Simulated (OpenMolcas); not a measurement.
**W²⁺ among point charges: CASSCF levels and susceptibility**

How does a field of 3 point charges split the states of W²⁺, and what χT follows?

Method: state-averaged CASSCF, spin-orbit coupling by RASSI with atomic mean-field integrals. Code: OpenMolcas 26.06.

1 further run of the same task is left out (it didn't finish).

**1. The system**

- Species: W²⁺ (tungsten, Z = 74, 72 electrons)
- Basis: ANO-RCC-VTZP [8s7p5d3f2g1h], 104 functions
- Scalar Hamiltonian: DKH2, point nucleus
- Inactive shells: 1s 2s 2p 3s 3p 3d 4s 4p 4d 4f 5s 5p
- Active space: 4 electrons in 5 orbitals (5d)
- Some configurations of this space: 5d⁴
- Orbitals: optimised for each spin and parity, averaged over all roots

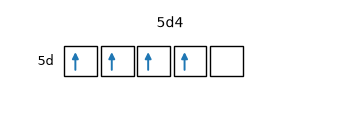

Occupation of the outer shells (arrows by Hund's rule).

The ion sits among 3 point charges of -2 e arranged as a planar triangle (D3h), 2.02 Å from the ion. The active orbitals were held to one l.

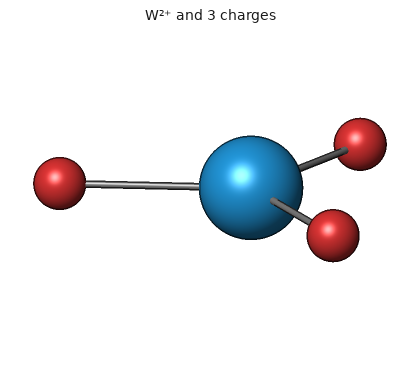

The ion and the point charges (red).

The work runs as a chain of OpenMolcas steps in one folder; each step below is one input file. Labels, J, g values, rates, χT and fits are worked out afterwards by a script from the matrices that RASSI stores.

**2. One- and two-electron integrals**

a.inp

```
&GATEWAY
Coord
1

W 0.0 0.0 0.0
Basis=ANO-RCC-VTZP
Group=NoSym
NoMove
AngMom=0.0 0.0 0.0
AMFI
XField
3 Angstrom 0
2.020000 0.000000 0.000000 -2.000000
-1.010000 1.749371 0.000000 -2.000000
-1.010000 -1.749371 0.000000 -2.000000
&SEWARD
```

**3. CASSCF: quintets, 5 roots**

a.inp

```
&RASSCF
FileOrb=start.orb
Symmetry=1
Spin=5
nActEl=4 0 0
Inactive=34
Ras2=5
CIRoot=5 5 1
SDav=5
CIMx=300
Iter=120 100
PrWF=0.3
OrbListing=Nothing
MaxOrb=0
SupSym
1
25 10 11 12 13 14 19 20 21 22 23 35 36 37 38 39 52 53 54 55 56 57 58 59
60 61
>>> COPY $Project.JobIph JOB001
```

start.orb holds the contracted functions of the basis, ordered by shell, or the orbitals of the step before.

**4. CASSCF: triplets, 45 roots**

a.inp

```
&RASSCF
FileOrb=start.orb
Symmetry=1
Spin=3
nActEl=4 0 0
Inactive=34
Ras2=5
CIRoot=45 45 1
SDav=45
CIMx=300
Iter=120 100
PrWF=0.3
OrbListing=Nothing
MaxOrb=0
SupSym
1
25 10 11 12 13 14 19 20 21 22 23 35 36 37 38 39 52 53 54 55 56 57 58 59
60 61
>>> COPY $Project.JobIph JOB002
```

**5. Reference wave functions, singlets, 50 roots**

a.inp

```
&RASSCF
FileOrb=start.orb
Symmetry=1
Spin=1
nActEl=4 0 0
Inactive=34
Ras2=5
CIRoot=50 50 1
SDav=50
CIMx=300
Iter=120 100
PrWF=0.3
OrbListing=Nothing
MaxOrb=0
SupSym
1
25 10 11 12 13 14 19 20 21 22 23 35 36 37 38 39 52 53 54 55 56 57 58 59
60 61
>>> COPY $Project.JobIph JOB003
```

**6. State interaction with spin-orbit coupling**

a.inp

```
&RASSI
NrOfJobIphs=3 5 45 50
1 2 3 4 5
1 2 3 4 5 6 7 8 9 10 11 12 13 14 15 16 17 18 19 20 21 22 23 24 25 26 27
28 29 30 31 32 33 34 35 36 37 38 39 40 41 42 43 44 45
1 2 3 4 5 6 7 8 9 10 11 12 13 14 15 16 17 18 19 20 21 22 23 24 25 26 27
28 29 30 31 32 33 34 35 36 37 38 39 40 41 42 43 44 45 46 47 48 49 50
IphNames
JOB001
JOB002
JOB003
EJob
SpinOrbit
DIPRint=1.0
SOCoupling=1000.0
Subsets=2
Property=9
'ANGMOM' 1 'ANGMOM' 2 'ANGMOM' 3 'MLTPL  1' 1 'MLTPL  1' 2 'MLTPL  1' 3
'AMFI' 1 'AMFI' 2 'AMFI' 3
SOProperty=3
'ANGMOM' 1 'ANGMOM' 2 'ANGMOM' 3
```

**Question.** What will these runs give? Wanted: spin-free ground state; first state of the same spin within the active space; lowest level; next level.

**Answer**, as computed:

```
                                            quantity                           value
                                              method                          CASSCF
                              spin-free ground state  5E, 2-fold in its orbital part
first state of the same spin within the active space               5A1 at 22600 cm⁻¹
                                        lowest level                       1-fold A1
                                          next level                      892.3 cm⁻¹
                                         χT at 300 K                  0.32 cm³ K/mol
                           effective moment at 300 K                         1.61 μB
```

The spin-free ground state (5E) comes to 100 % from free-ion D terms and keeps the highest spin of the shell. χT at 300 K is 0.32, against 3.01 cm³ K/mol for the spin alone, so spin-orbit coupling lowers it. An active space of the d shell alone favours high spin; real ions in strong fields can be low spin. The field of point charges can differ much from that of real complexes. With metal d orbitals alone active, the gaps between spin states are rough; where two lie within a few thousand cm-1, their order is open. This is an electrostatic model: the charges have no orbitals.
